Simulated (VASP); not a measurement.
Band structure of SnGe (relaxed from the rocksalt structure, space group Fm-3m). Method: LDA (Ceperley-Alder, Perdew-Zunger), VASP's LDA PAW potentials (set 64) (plane waves; VASP).

Unless said otherwise, spin-orbit coupling is left out, though it shifts the bands of the heavy elements here.

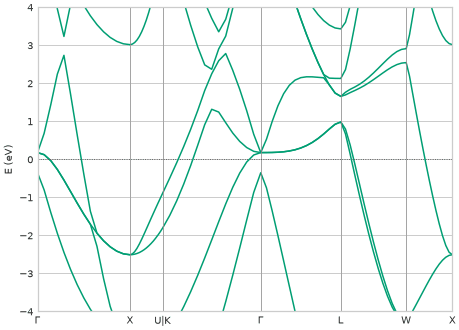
Bands along high-symmetry lines, zero at the valence-band maximum or, without a gap, the Fermi level

### Question
Read the plot: is there a gap, and where are the band edges?

### Answer
It has no gap at this level: it comes out as a metal or semimetal. (Edges off the drawn lines would not show.)

The structure was generated: SnGe was put into the rocksalt type (Fm-3m), which need not be its known phase. It was relaxed first, which changed the volume by -10 %.
